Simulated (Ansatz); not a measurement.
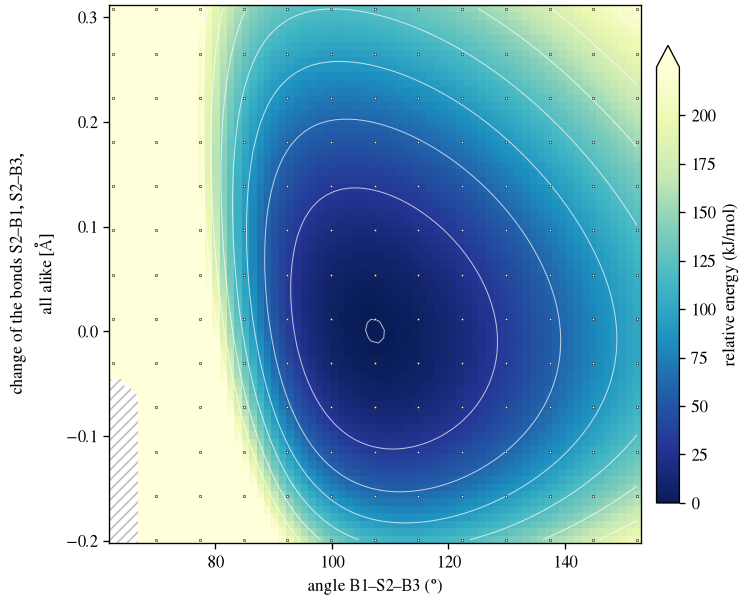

B₂ClH₃S, SMILES BSBCl. First axis: angle B1–S2–B3. Second axis: change of the bonds S2–B1, S2–B3, all alike. Nothing is relaxed (all other coordinates rigid). The scan uses a 13 × 13 grid. At 4 points there is no value (left out of the scan, as a rule where atoms come close). Points are written as (first, second). All energies are given in kJ/mol relative to the lowest grid point. These are results of RKS PBE-D4/def2-TZVP in Ansatz 0.2.0, not measurements.

In the figure: a smooth colour map with a few white contour lines, dots at the grid points, one colour for all values above the top of the scale, hatched blanks where no value was computed. Between grid points the surface is interpolated.

The lowest grid point is at (107.4°, 0.012 Å). It is the only kind of minimum in the scanned range. The highest grid point, (62.4°, −0.030 Å), lies 1975 kJ/mol above the lowest. Round the minimum the valley is somewhat tilted: raising angle B1–S2–B3 shifts the best value of the second coordinate downwards (coupling k₁₂/√(k₁₁k₂₂) about 0.2).

The level of theory is changed to RHF/def2-TZVP in Ansatz 0.2.0; with it change the reference geometry, relaxed at the new level; the new grid has 15 × 15 points, laid about the new relaxed structure.

How does the landscape change?

Answer. The minimum (interpolated where it lies between grid points) moves from about (107°, 0.000 Å) to about (109°, 0.000 Å). The curvature at the minimum changes from about 6.8 to 8 eV/rad² along angle B1–S2–B3 and by less than a tenth (about 46) eV/Å² along the second coordinate.

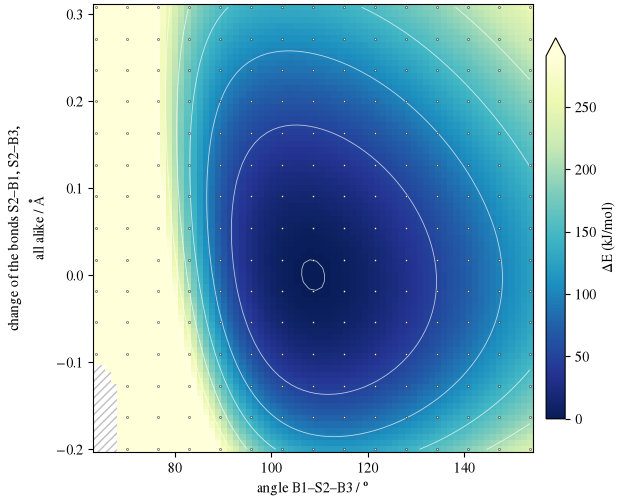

The map after the change, on a colour scale of its own. Drawn: a smooth colour map with a few white contour lines, dots at the grid points, one colour for all values above the top of the scale, hatched blanks where no value was computed. Between grid points the surface is interpolated.
